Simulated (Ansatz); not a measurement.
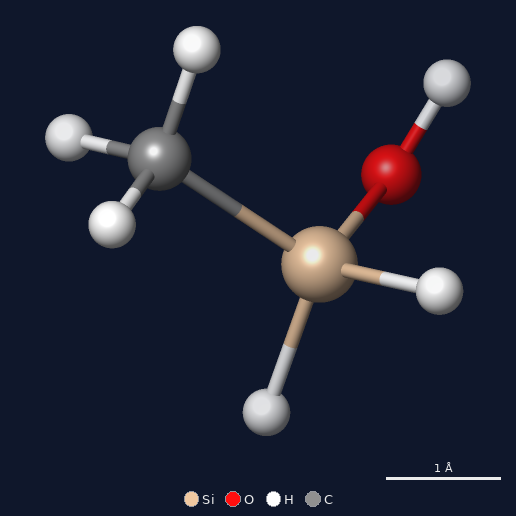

Every bond is drawn as one stick, whatever its order.

**What is the molecular formula?**

CH₆OSi, 9 atoms: 1 carbon, 6 hydrogen, 1 oxygen and 1 silicon.

**Count the bonded pairs by element.**

3 C–H, 2 Si–H, 1 O–Si, 1 C–Si, 1 O–H. Sticks follow a distance rule.

The parts below concern this one geometry. Atoms keep their numbers from picture to picture. The computed structure is the end point of a PBE0-D4/def2-TZVP optimisation.

Symmetry

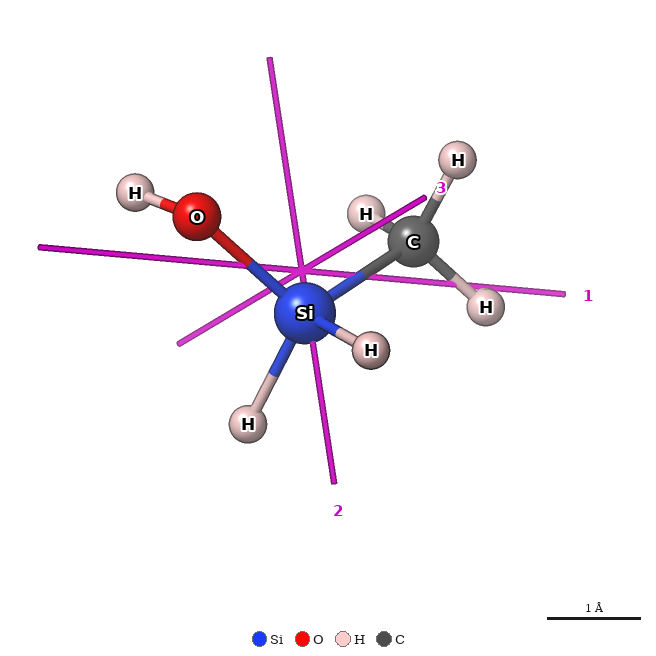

The three principal axes of inertia are drawn and numbered. Atoms fade into the background with distance from the viewer. Masses are those of the most abundant isotopes; constants are for the rigid equilibrium geometry.

**Which line is the a axis (least moment of inertia), which b and which c?**

a is line 1, b is line 2, c is line 3; the moments are 25.5, 78.0, 93.3 u Å².

**Classify the rotor and give the rotational constants (MHz).**

An asymmetric top (C1): A = 19820, B = 6478, C = 5418 MHz. Ray's parameter κ is −0.85, close to the prolate limit.

Vibrations

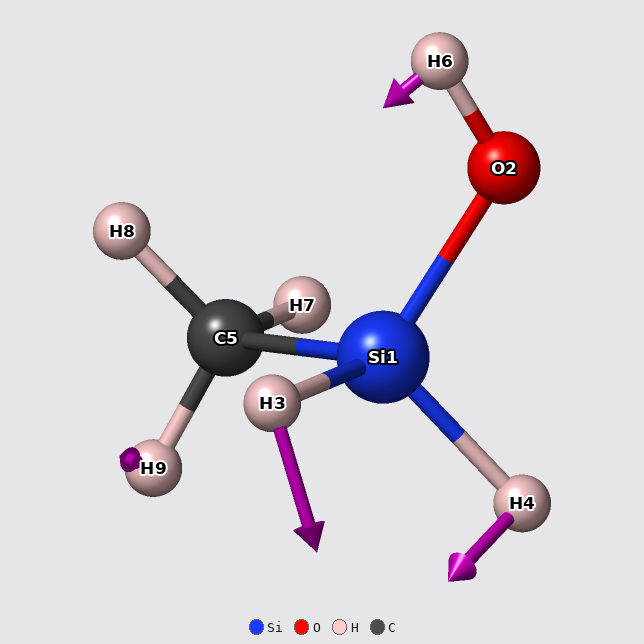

The arrows show one normal mode. Harmonic vibrations computed with RKS PBE0-D4/def2-TZVP (Ansatz 0.2.0) at a stationary point of the same level.

**Describe the motion.**

Mostly H–Si–H bending.

**Estimate its harmonic wavenumber.**

967 cm⁻¹; it is mode 12 of 21 counted from the lowest.

Dipole moment

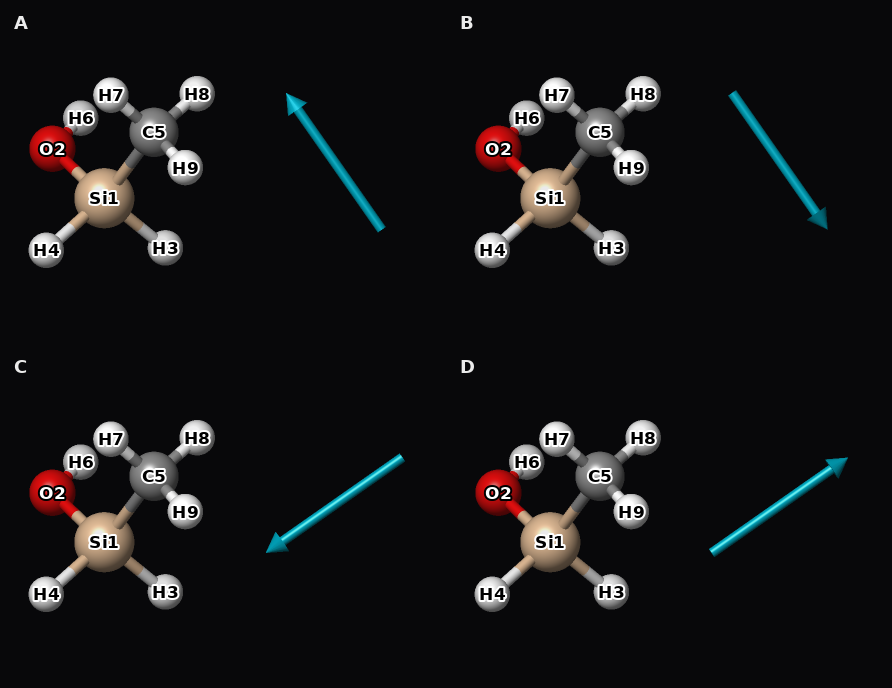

The same molecule four times, each with an arrow. Properties computed with RKS PBE0-D4/def2-TZVP (Ansatz 0.2.0).

**Which arrow points along the dipole moment, from the negative to the positive end?**

D. The dipole moment is 1.71 D; it points from the side of H4 to the side of H8 (the outermost atoms at the two ends).

Thermal motion

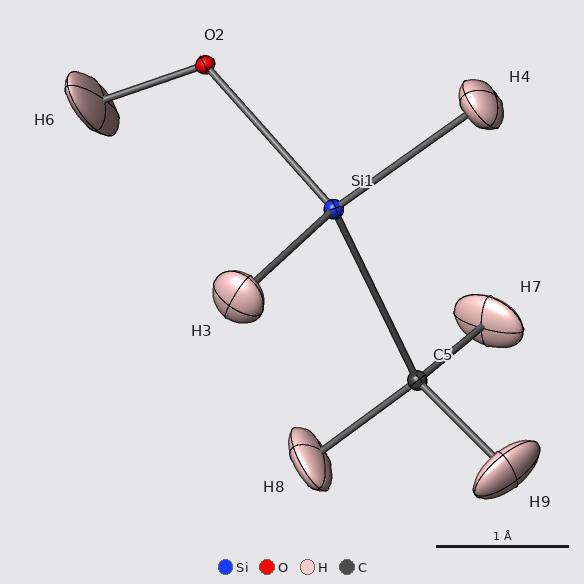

Displacement ellipsoids at the 50 % level, from the internal vibrations of the free molecule (harmonic, no overall translation or rotation; no half-axis is drawn under 0.075 Å). Vibrations computed with RKS PBE0-D4/def2-TZVP (Ansatz 0.2.0). Temperature: 0 K (zero-point motion alone).

**Which atom has the largest mean-square displacement?**

H6, with U_eq = 0.0389 Å².

**Does H6 move more along its bond or across it?**

Across it: the root-mean-square amplitude is 0.067 Å along the bond and up to 0.303 Å across, since bending and torsion are softer than stretching.

List U_eq and the three principal root-mean-square amplitudes for each kind of atom.

```json
{"atom": "Si1", "U_eq (Å²)": "0.00047", "rms amplitudes (Å)": "0.018, 0.018, 0.028"}
{"atom": "O2", "U_eq (Å²)": "0.0010", "rms amplitudes (Å)": "0.021, 0.028, 0.043"}
{"atom": "H3", "U_eq (Å²)": "0.0163", "rms amplitudes (Å)": "0.088, 0.142, 0.145"}
{"atom": "H4", "U_eq (Å²)": "0.0160", "rms amplitudes (Å)": "0.087, 0.139, 0.145"}
{"atom": "C5", "U_eq (Å²)": "0.0011", "rms amplitudes (Å)": "0.021, 0.030, 0.043"}
{"atom": "H6", "U_eq (Å²)": "0.0389", "rms amplitudes (Å)": "0.067, 0.144, 0.303"}
{"atom": "H7", "U_eq (Å²)": "0.0211", "rms amplitudes (Å)": "0.073, 0.140, 0.195"}
{"atom": "H8", "U_eq (Å²)": "0.0213", "rms amplitudes (Å)": "0.074, 0.140, 0.197"}
{"atom": "H9", "U_eq (Å²)": "0.0225", "rms amplitudes (Å)": "0.081, 0.143, 0.201"}
```
